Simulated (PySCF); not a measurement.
C₃H₉P, SMILES `CP(C)C`.

PySCF calculation, PBE0/def2-TZVP, gas phase; geometry: GFN2-xTB. No frequency check shows the geometry to be a minimum. GFN2-xTB bond lengths at metals and heavier atoms can be off by up to 0.1 Å and shapes distorted, which carries into these values.

Input script:

```python
import numpy as np
from pyscf import gto, scf, dft
from pyscf.scf import atom_ks, atom_hf
from scipy.linalg import block_diag

def solve(mol, dm0=None, hcore=None):
    mf = (dft.UKS if mol.spin else dft.RKS)(mol, xc='pbe0')
    mf.grids.level = 3
    mf = mf.density_fit(auxbasis='def2-universal-jkfit')
    mf.conv_tol, mf.max_cycle = 1e-8, 80
    if hcore is not None:
        mf.get_hcore = lambda *args: hcore
    mf.kernel(dm0)
    if not mf.converged:
        mf = mf.newton().run(mf.mo_coeff, mf.mo_occ, max_cycle=30)
    assert mf.converged, 'SCF not converged'
    return mf

mol = gto.M(atom='''
C     -0.61316    -1.49270     0.28915
P      0.00001     0.00025    -0.62250
C     -0.98630     1.27701     0.28955
C      1.59935     0.21521     0.28935
H     -1.64552    -1.68396     0.00394
H     -0.01280    -2.35447     0.00441
H     -0.55498    -1.35140     1.36772
H     -0.89276     1.15584     1.36808
H     -0.63543     2.26704     0.00411
H     -2.03247     1.18833     0.00435
H      2.28119    -0.58322     0.00424
H      2.04554     1.16599     0.00449
H      1.44775     0.19497     1.36790
''', basis='def2-tzvp', charge=0, spin=0, verbose=4)
mf = solve(mol)
out = dict(e0=mf.e_tot, dm0=mf.make_rdm1(), c=mf.mo_coeff, occ=mf.mo_occ, eps=mf.mo_energy)
for name, dq, spin in [('cation', 1, 1)]:
    ion = mol.copy().set(charge=mol.charge + dq, spin=spin).build()
    mi = solve(ion)
    if spin and dq > 0 and mol.nao < 130:
        c, _, stable, _ = mi.stability(return_status=True)
        if not stable:
            mi = solve(ion, mi.make_rdm1(c, mi.mo_occ))
    print(name, 'vertical energy change / eV', (mi.e_tot - mf.e_tot) * 27.211386)
    out.update({'e_' + name: mi.e_tot, 'dm_' + name: mi.make_rdm1(), 's2_' + name: mi.spin_square()[0], 'eps_' + name: mi.mo_energy, 'occ_' + name: mi.mo_occ})
# spherically averaged free atoms, for the promolecule
atm = atom_ks.get_atm_nrks(mol, xc='pbe0')
pro = block_diag(*[(atm[a[0]][2] * atm[a[0]][3]) @ atm[a[0]][2].T for a in mol._atom])
np.savez('result.npz', pro=pro, **out)
```

Launched as:

```sh
OMP_NUM_THREADS=1 python input.py
```

The run took 38 s on 1 thread of Intel(R) Xeon(R) 6975P-C (Granite Rapids), on a shared host, peak memory 0.77 GiB.

Partitions, critical points and surface values were worked out afterwards from this run's density.

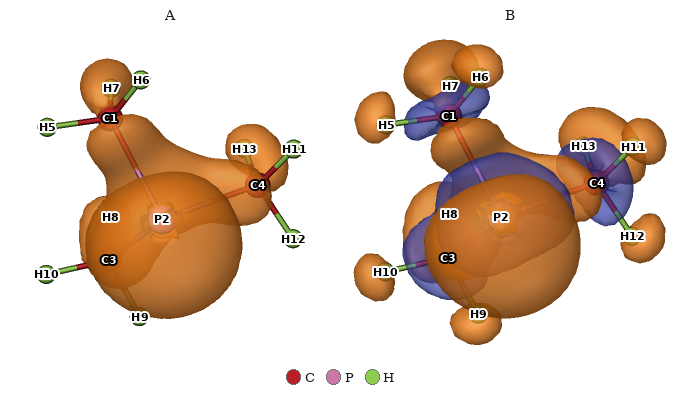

The Fukui function f⁻ from two separate SCF calculations and the density of the HOMO, at ±0.02 e/Å³ (orange positive, blue negative).

Which panel is which, and how good is the frozen-orbital picture?

B is f⁻ (it has negative regions), A the HOMO density. The HOMO lies on P2 (67 %) and C1, C3 and C4 (7 % each); f⁻ (Hirshfeld-condensed) is largest on P2 (0.41); the vertical ionisation energy is 8.49 eV (the stability of the cation's solution wasn't checked). Relaxation shifts 29 % of the electron between atoms. The orbital energy is −6.43 eV.
